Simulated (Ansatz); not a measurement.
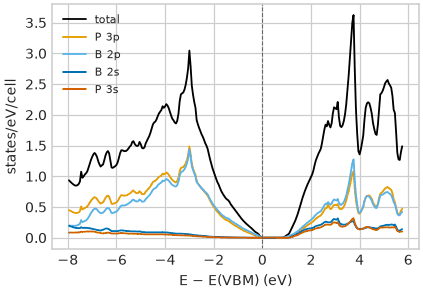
Figure. Total and projected density of states of BP (wurtzite, space group No. 186), DFT-LDA in the program Ansatz with PAW potentials

### Question
Which orbitals carry the states next to the gap?

### Answer
Top 1 eV of the valence band: B 2p 55 %, P 3p 42 %. Bottom 1 eV of the conduction band: B 2p 28 %, P 3p 24 %, B 2s 16 %, P 3s 12 %, outside the projected shells 20 %. Projections are on Löwdin-orthogonalised atomic valence shells; empty p or d shells of many metals are not among them.

### Question
Where is the tallest occupied peak in this window, and what makes it?

### Answer
Near -3.0 eV, about 3.0 states/eV per cell; the largest projected share is P 3p.

Space group P6_3mc (wurtzite). The first step of the workflow began from a Materials Project structure, measured or hypothetical; the Crystallography Open Database copy checked does not list it. It is not the phase usual at ambient conditions (space group No. 216). The cell was relaxed with LDA under the symmetry of its start; phonons on a q-mesh show no instability.

Potentials: the later of the program's two PAW sets.
